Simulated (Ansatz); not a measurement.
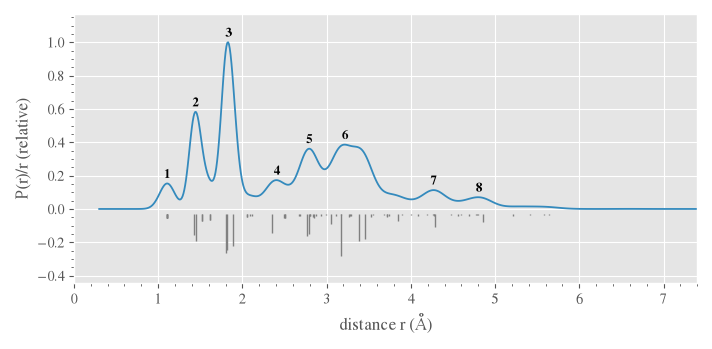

Simulated gas electron diffraction: radial distribution curve of C2H9AlFNSi. Each pair of atoms contributes with weight ZᵢZⱼ/r (bars below the curve); damping constant 0.001 Å²; vibrational amplitudes assumed, not computed: 0.05 Å for bonds, 0.078 Å for bonds to H, 0.06 + 0.015 r up to 0.15 Å for other pairs. The geometry is the end point of an optimisation (RKS LDA/6-31G (Ansatz)); it may be a saddle point or a higher isomer.

Q: Which pairs of atoms lie under the numbered peaks? Mark bonded pairs by – and others by ···.

A: Peak 1, 1.11 Å: C–H 1.10–1.11 Å (×5)
Peak 2, 1.44 Å: N–C 1.42 Å, F–C 1.45 Å, Si–H 1.52 Å (×2), Al–H 1.61 Å (×2), not resolved
Peak 3, 1.83 Å: Si–N 1.81 Å, Al–N 1.82 Å, Si–C 1.89 Å, not resolved
Peak 4, 2.40 Å: F···N 2.36 Å, Si···H 2.50 Å (×3), not resolved
Peak 5, 2.79 Å: N···H 2.68–2.93 Å (×4), Si···C 2.77 Å, Al···C 2.79 Å, not resolved
Peak 6, 3.21 Å: N···C 3.05 Å, Si···Al 3.17 Å, Si···F 3.39 Å, Al···F 3.45 Å, not resolved
Peak 7, 4.27 Å: Al···H 4.09–4.27 Å (×2), C···H 4.20–4.48 Å (×3), Al···C 4.28 Å, not resolved
Peak 8, 4.80 Å: Si···H 4.56 Å, C···H 4.59–4.78 Å (×2), Al···H 4.69 Å, F···H 4.77–4.79 Å (×2), F···C 4.85 Å, not resolved; in its flanks Al···H 5.22 Å
